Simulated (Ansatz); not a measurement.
## Electronic structure of AlCl4 (charge −1) in real space

Input file:

```
crystal:
  periodic: [false, false, false]
  atoms:
    - {symbol: Cl, position_ang: [-0.994124, -0.096185, 1.909899]}
    - {symbol: Al, position_ang: [0.000002, 0.000005, 0.000001]}
    - {symbol: Cl, position_ang: [1.675448, -1.355756, -0.006918]}
    - {symbol: Cl, position_ang: [-1.381374, -0.557062, -1.557795]}
    - {symbol: Cl, position_ang: [0.700038, 2.008999, -0.345186]}
basis:
  gaussian: {orbitals: "def2-TZVPPD.json"}
total_charge: -1
hamiltonian: {xc: pbe0, dispersion: d4}
output: {orbitals: {seedname: orbitals}}
```

Run with:

```sh
ansatz run in.yaml --threads 2 --pin off --events-out ev --progress --plain --max-ram 32768MiB --backend cpu
```

Geometry: PBE0-D4/def2-TZVPD.

The calculation used Ansatz, RKS PBE0-D4/def2-TZVPPD.

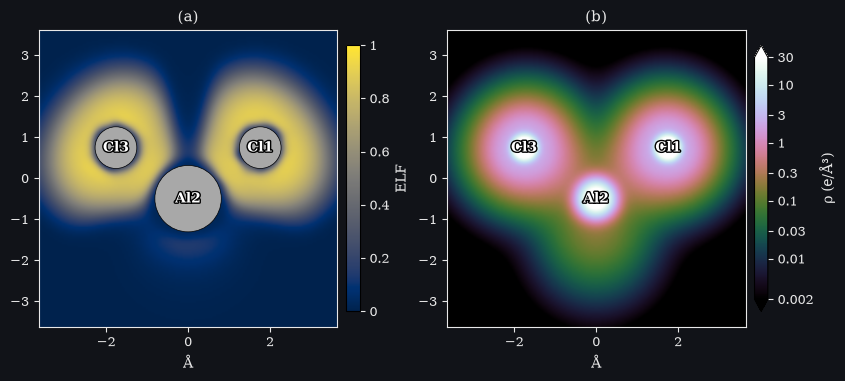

Figure 1. (a) ELF; (b) electron density on the plane of atoms Cl1, Al2 and Cl3. Grey discs cover the atomic cores in the ELF map.

What does the map show?

- The section cuts through Cl and Al sites.
- Al–Cl (2.16 Å): ρ at the midpoint is about 0.67 e/Å³; the ELF peaks at about 0.85 in the valence shell of Cl, 0.8 Å from its nucleus, and is about 0.85 at the midpoint.
- The ELF also peaks beside Cl3 and Cl1, away from the bonds: lone-pair regions.

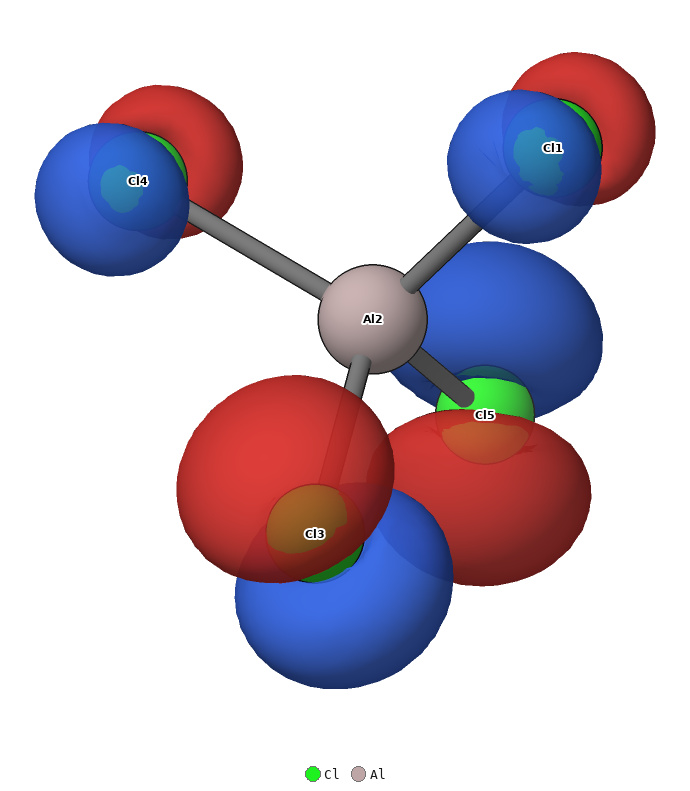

Figure 2. The HOMO at ±0.15 Å⁻³ᐟ² (red and blue are the two phases), seen at an oblique angle.

Where does this orbital lie, and at what energy?

It lies mainly on Cl3 (about 35 %), Cl5 (about 35 %), Cl4 (about 10 %) and Cl1 (about 10 %); largely a combination of lone pairs on Cl3, Cl5, Cl4 and Cl1. It is one of a degenerate set, so its orientation is arbitrary. Its energy is −4.45 eV.
